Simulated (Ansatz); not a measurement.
The relaxed structure here is a generated cell of InSb: the first start was made by placing the elements on the sites of a structure type, and the end was not matched to a known phase here, so it may be hypothetical. Known forms of InSb include space group No. 216.

A relaxed structure of InSb. Space group R3m (No. 160), AFLOW prototype AB_hR6_160_3a_3a (as in SiC). Level of theory: PBE (plane waves to 420 eV, PAW, scalar-relativistic; Ansatz, a quantum-chemistry and plane-wave program).

```cif
data_In9Sb9
_chemical_formula_sum 'In9 Sb9'
_space_group_name_H-M_alt 'R3m :H'
_space_group_IT_number 160
_space_group_name_Hall 'R 3 -2"'
_cell_length_a 4.68339
_cell_length_b 4.68339
_cell_length_c 34.59114
_cell_angle_alpha 90.000
_cell_angle_beta 90.000
_cell_angle_gamma 120.000
loop_
_atom_site_label
_atom_site_type_symbol
_atom_site_symmetry_multiplicity
_atom_site_Wyckoff_symbol
_atom_site_fract_x
_atom_site_fract_y
_atom_site_fract_z
_atom_site_occupancy
In1 In 3 a 0.00000 0.00000 0.99984 1
In2 In 3 a 0.00000 0.00000 0.77767 1
In3 In 3 a 0.00000 0.00000 0.22233 1
Sb1 Sb 3 a 0.00000 0.00000 0.91690 1
Sb2 Sb 3 a 0.00000 0.00000 0.69431 1
Sb3 Sb 3 a 0.00000 0.00000 0.13895 1
```
(The calculation used a cell of 6 atoms; values per cell refer to that cell.)

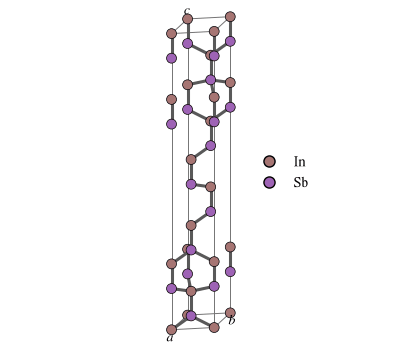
Figure. The conventional cell of the relaxed structure

| Item | Result |
|---|---|
| Volume per atom | 36.50 Å³ |
| Density | 5.38 g/cm³ |
| Band gap | zero (the bands touch at this level, without spin-orbit coupling) |
| Shortest distances | In–Sb 2.87 Å |
| k-mesh | 12×12×12 |

Band energies at high-symmetry points (eV from the Fermi level; labels of this space group; no spin-orbit coupling), from −5 eV up to 3.1 eV:

```csv
point,energies
Γ,-4.56 -4.54 -0.86 -0.86 -0.84 -0.84 -0.68 -0.17 -0.09 -0.09 0.36 0.48 2.78 2.78 2.95
T,-2.63 -2.61 -1.04 -1.04 -0.40 -0.40 -0.37 -0.37 0.20 0.72 0.86 3.06 3.06
H2,-3.23 -2.89 -2.44 -2.24 -1.78 -1.52 1.62 1.92 2.82 2.89
H0,-3.23 -2.89 -2.44 -2.24 -1.78 -1.52 1.62 1.92 2.82 2.89
L,-2.68 -2.22 -1.93 -1.92 -1.43 -1.03 0.69 1.17 1.38 2.25 2.97
S0,-3.24 -2.89 -2.47 -2.17 -1.84 -1.52 1.57 2.11 2.46
S2,-3.24 -2.89 -2.47 -2.17 -1.84 -1.52 1.57 2.11 2.46
F,-2.86 -2.15 -2.03 -1.41 -1.38 -1.38 0.61 1.06 1.59 2.50 2.98
```

No spin polarisation in the result. Without spin-orbit coupling the bands of the heavy element are not split, so the gap can be far off.

The run could not lose the symmetry of its start: the end is stationary, and may be a saddle point rather than a minimum.
